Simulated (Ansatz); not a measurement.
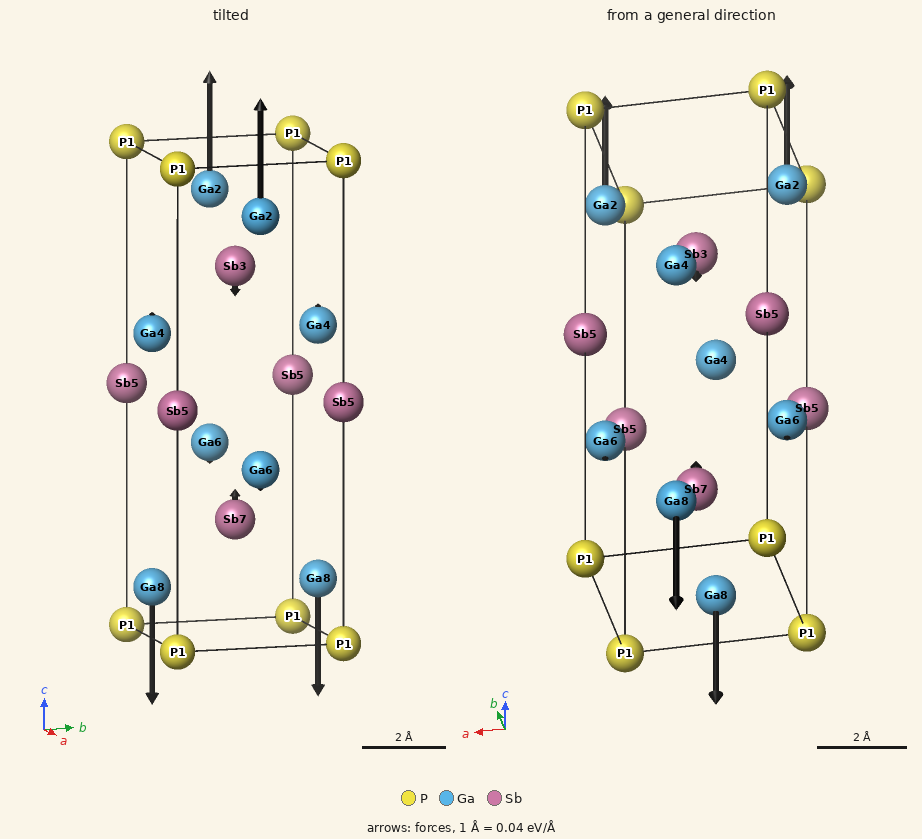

Structure drawing (spheres-only), viewed slightly off an axis and from a general direction. Atoms at the boundary of the simulation cell (the box) are drawn once for each face, edge or corner they touch. The arrows are the computed forces on the atoms.

System: Ga$_{4}$Sb$_{3}$P. Setup: DFT, PBE with spin-orbit coupling, plane waves, PAW (Ansatz 0.2.0); a cutoff energy of 420 eV, k-point mesh 6×6×2, Fermi-Dirac smearing of 0.02 eV, no moments seeded, so the run stays non-magnetic, spinor wavefunctions.

**Are the forces small enough to call this converged?**

No. The atoms still feel forces of up to about 0.099 eV/Å, above a usual threshold of 0.01 to 0.03 eV/Å.

**Which atom feels the largest force?**

Ga2 and Ga8, about 0.099 eV/Å.

Origin of the cell: a structure type filled with these elements by a generator (whether the compound takes this form wasn't checked). Earlier steps of the study, as a rule a relaxation of our own, may have changed the cell and positions, so they can lie some per cent off the listed ones. Ansatz was used for an electronic-structure calculation on it.
